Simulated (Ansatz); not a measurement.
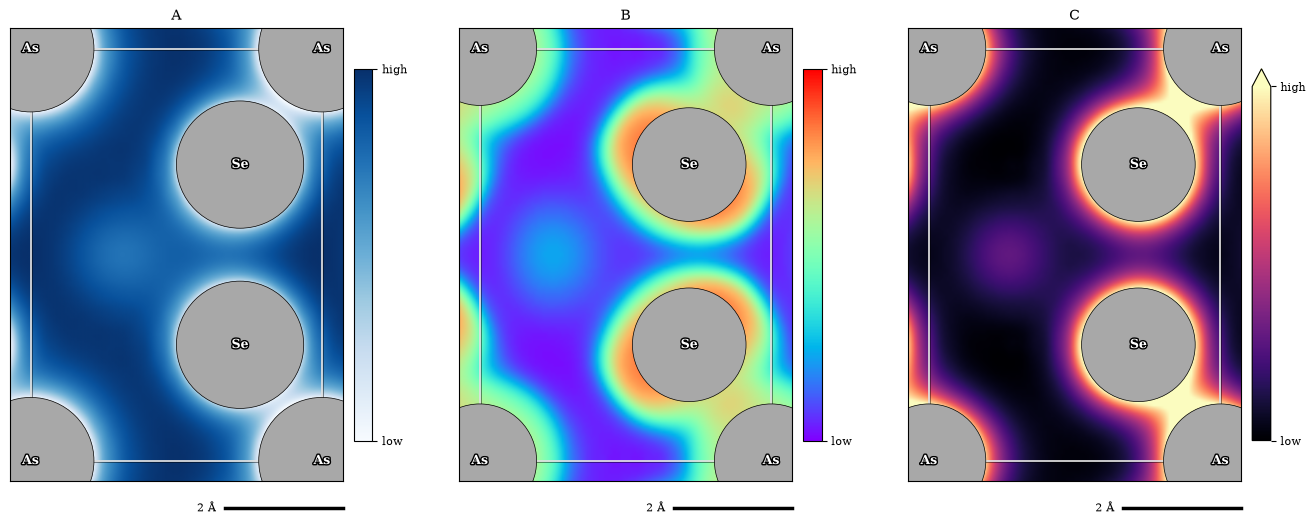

AsSe4: 3 fields on the (011) plane of the conventional cell, with unlabelled colour scales. Grey discs cover the atomic cores.

Space group P-43m; a structure generated by program, which may or may not match a known phase; computed without spin polarisation.

Theory: DFT PBE, scalar-relativistic, plane waves, PAW in Ansatz 0.2.0.

```cif
data_structure
_symmetry_space_group_name_H-M 'P 1'
_symmetry_Int_Tables_number 1
_cell_length_a 4.9450
_cell_length_b 4.9450
_cell_length_c 4.9450
_cell_angle_alpha 90.000
_cell_angle_beta 90.000
_cell_angle_gamma 90.000
_cell_volume 120.92
loop_
_atom_site_label
_atom_site_type_symbol
_atom_site_fract_x
_atom_site_fract_y
_atom_site_fract_z
_atom_site_occupancy
As1 As 0.00000 0.00000 0.00000 1
Se1 Se 0.28137 0.28137 0.28137 1
Se2 Se 0.71863 0.71863 0.28137 1
Se3 Se 0.28137 0.71863 0.71863 1
Se4 Se 0.71863 0.28137 0.71863 1
```

The panels show electron localisation function, electrostatic potential energy of an electron and valence pseudo-density in some order. Assign them.

Answer. Panel A: electrostatic potential energy of an electron (low next to the atoms, rising into the space between them). Panel B: electron localisation function. Panel C: valence pseudo-density. From the grid: As–Se (2.41 Å): ρ at the midpoint is about 0.59 e/Å³; the ELF peaks at about 0.70 between the atoms.
